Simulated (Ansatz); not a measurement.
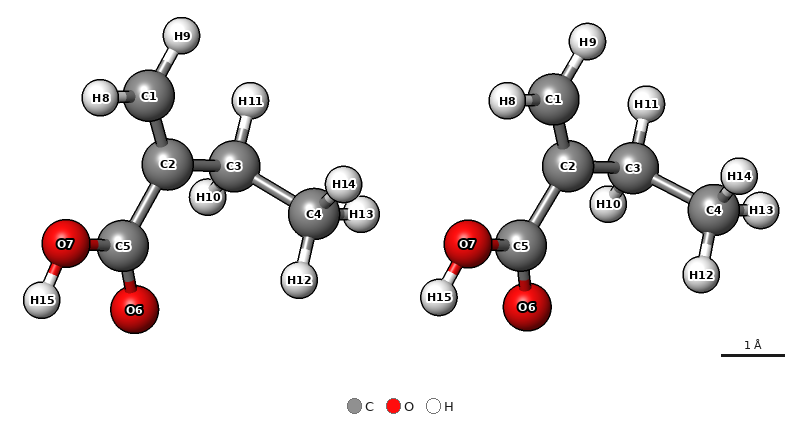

Two geometries of C$_{5}$H$_{8}$O$_{2}$ (coarse preliminary run), drawn at one scale. One is the start of a relaxation, the other its converged end. A ball-and-stick model, seen from a free direction.

Computed with RKS PBE-D4/def2-SVP in Ansatz 0.2.0. Set-up: force threshold 0.03 eV/Å; at most 200 steps.

Which one is relaxed?

Answer. The left one is the relaxed one. The start comes from a force field. Over 7 accepted moves (8 points after the start) the energy falls by 2.75 kcal/mol. Largest force component: 1.4 eV/Å at the start, 0.024 eV/Å at the end. The line search rejected the trial step at point 7 of the run. The largest move after the best rigid fit is that of O6, 0.16 Å. By element the largest moves are O 0.16 Å, H 0.15 Å, C 0.10 Å. Near-neighbour distances that change, for instance: C1–H8 1.076 → 1.099 Å, C1–C2 1.329 → 1.351 Å, C3–H10 1.091 → 1.110 Å, C5–O7 1.343 → 1.360 Å. Bond angles that change, for instance: C5–O7–H15 109.4° → 104.6°, C2–C3–C4 110.6° → 113.1°. The run took about 40 core-seconds on a shared host.
